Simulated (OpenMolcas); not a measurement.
## Run report: C2H2AlCl, excited-state calculation (part 4 of 4)

The same run, continued: C2H2AlCl; CASSCF/ANO-S-VDZP (OpenMolcas 26.06). The geometry comes from this level: GFN2-xTB.

Geometry of the input (Å):
```
Cl -0.5248  -2.4468  0.1305
C  -0.3652  -0.7194  0.0091
C  0.8553  -0.0779  0.1604
Al -0.5373  1.2112  -0.2051
H  1.8150  -0.5432  0.3662
H  -1.2430  2.5761  -0.4611
```

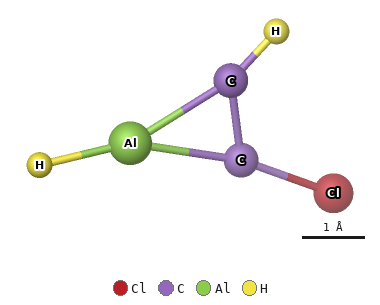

*The input geometry (ball-and-stick view, seen at a tilt). Sticks mark near contacts.*

**What the program printed, continued**
```
                CL1     C2      C3      AL4     H5      H6
      1s       2.0000  1.9992  2.0000  2.0000  0.7144  0.9685
      2s       2.0000  1.1529  1.1362  1.9999 -0.0186 -0.0234
      2px      2.0000  0.7339  0.7880  1.9993  0.0225  0.0026
      2pz      2.0000  1.7415  1.2989  1.9999  0.0227  0.0043
      2py      2.0000  0.5483  0.9261  1.9986  0.0164  0.0102
      3s       1.9393 -0.0235 -0.0017  1.0587  0.0000  0.0000
      3px      1.9203 -0.0138  0.0049  0.2834  0.0000  0.0000
      3pz      1.9981 -0.2691  0.0635  0.7362  0.0000  0.0000
      3py      1.0713  0.0130  0.0062  0.4531  0.0000  0.0000
      4s      -0.0075  0.0000  0.0000 -0.0056  0.0000  0.0000
      3d2+     0.0316  0.0425  0.0109  0.0627  0.0000  0.0000
      3d1+     0.0004  0.0201  0.0341  0.0531  0.0000  0.0000
      3d0      0.0112  0.0072  0.0072  0.0298  0.0000  0.0000
      3d1-     0.0521  0.0357  0.0185  0.0988  0.0000  0.0000
      3d2-     0.0126  0.0206  0.0257  0.0678  0.0000  0.0000
      4px     -0.0056  0.0000  0.0000  0.0301  0.0000  0.0000
      4pz     -0.0234  0.0000  0.0000  0.0168  0.0000  0.0000
      4py     -0.0101  0.0000  0.0000  0.0804  0.0000  0.0000
      Total   16.9904  6.0083  6.3186 12.9631  0.7572  0.9623

      N-E      0.0096 -0.0083 -0.3186  0.0369  0.2428  0.0377

      Total electronic charge=   44.000000

      Total            charge=   -0.000000
--

      Expectation values of various properties for root number:  3
      -----------------------------------------------------------

++    Molecular properties:
      ---------------------

      Charge (e):
                      =   -0.0000
      Dipole Moment (debye):
      Origin of the operator (angstrom)=   -0.3000   -0.6867    0.0110
                   X= -2.1282E+00               Y= -4.5240E-01               Z= -4.2287E-01           Total=  2.2165E+00
      Quadrupole Moment (debye*angstrom):
      Origin of the operator (angstrom)=   -0.3000   -0.6867    0.0110
                  XX= -3.7234E+01              XY= -4.5361E+00              XZ=  2.5252E+00              YY= -4.2977E+01
                  YZ= -1.3513E+00              ZZ= -4.7941E+01
      In traceless form (debye*angstrom)
                  XX=  8.2248E+00              XY= -6.8041E+00              XZ=  3.7877E+00              YY= -3.8912E-01
                  YZ= -2.0270E+00              ZZ= -7.8356E+00
--

      LoProp population analysis for root number:  3
      -----------------------------------------------

++    LoProp analysis:
      ----------------

++    Static properties:
      ------------------

      LoProp Charges per center

                   CL1      C2       C3       AL4      H5       H6
      Nuclear     17.0000   6.0000   6.0000  13.0000   1.0000   1.0000
      Electronic -16.8828  -6.4322  -6.4690 -12.3250  -0.7440  -1.1471

      Total        0.1172  -0.4322  -0.4690   0.6750   0.2560  -0.1471
--

      Natural Bond Order analysis for root number:  3

++    Natural Bond Order analysis
      ---------------------------
      Based on LoProp computed density
      -------------------------------------------------------------------------------------
      Atom A       Atom B       Bond Order
      -------------------------------------------------------------------------------------
      NBO located      0.934 non-bonded electrons on atom CL1
      NBO located      0.968 non-bonded electrons on atom CL1
      NBO located      0.999 non-bonded electrons on atom CL1
      NBO located      1.000 non-bonded electrons on atom CL1
      NBO located      1.000 non-bonded electrons on atom CL1
      NBO located      1.000 non-bonded electrons on atom CL1
      NBO located      1.000 non-bonded electrons on atom CL1
      NBO located      0.999 non-bonded electrons on atom C2
      NBO located      0.997 non-bonded electrons on atom C3
      NBO located      0.948 non-bonded electrons on atom C3
      NBO located      0.997 non-bonded electrons on atom AL4
      NBO located      1.002 non-bonded electrons on atom AL4
      NBO located      1.000 non-bonded electrons on atom AL4
      NBO located      0.999 non-bonded electrons on atom AL4
      NBO located      1.000 non-bonded electrons on atom AL4
      The remaining    8.297 electrons are to be considered as diffuse
--

--

      Average orbitals are written to the RASORB file
      Natural orbitals for root   1 are written to the RASORB.1 file
      Natural orbitals for root   2 are written to the RASORB.2 file
      Natural orbitals for root   3 are written to the RASORB.3 file
      Spin density orbitals for root   1 are written to the SPDORB.1 file
      Spin density orbitals for root   2 are written to the SPDORB.2 file
      Spin density orbitals for root   3 are written to the SPDORB.3 file

--- Stop Module: rasscf /rc=_RC_ALL_IS_WELL_ ---
           step2.RasOrb.3 step2.rasscf.h5 step2.SpdOrb.1 step2.SpdOrb.2 step2.SpdOrb.3 xmldump
--- Module rasscf spent 7 seconds ---

.##################.
.# Happy landing! #.
.##################.

    Timing: Wall=9.33 User=8.05 System=0.69
```

**Summary**

- outcome: converged
- total energy: −778.248776 hartree
- CASSCF energy: −778.248776 hartree
- basis functions: 74
- hardware: 1 thread of Arm Neoverse V2, 24 GiB of memory available, shared host
- wall time: 9.6 s
- peak memory: 0.08 GiB

**Remarks**

The record of the run, not the program, notes: an active orbital turned away from the chosen space.
